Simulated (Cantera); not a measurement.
Feed: 1 mol CH₃SiCl₃, 0.056 mol C₃H₈, 270 mol H₂, at 25.0 mbar.

Method: chemical equilibrium by Gibbs-energy minimisation in Cantera with the NASA 1993 tables (ideal gas, pure condensed phases). Candidate condensed phases: C, C₆H₆, C₇H₈, C₈H₁₈, Si, SiC; 109 gas species. The feed counts by its element totals alone. Kinetics and transport are ignored.

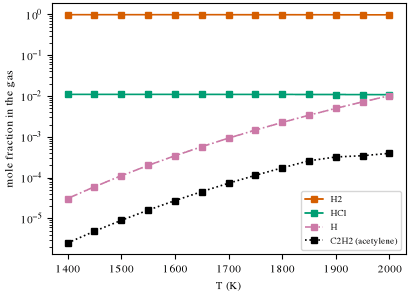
*Equilibrium gas composition (values under 1e-9 drawn at 1e-9)*

Problem. Read off the mole fractions at 1750 K.

Solution. H₂ about 0.99, HCl about 0.011, H about 0.0015, C₂H₂ (acetylene) about 0.00011.
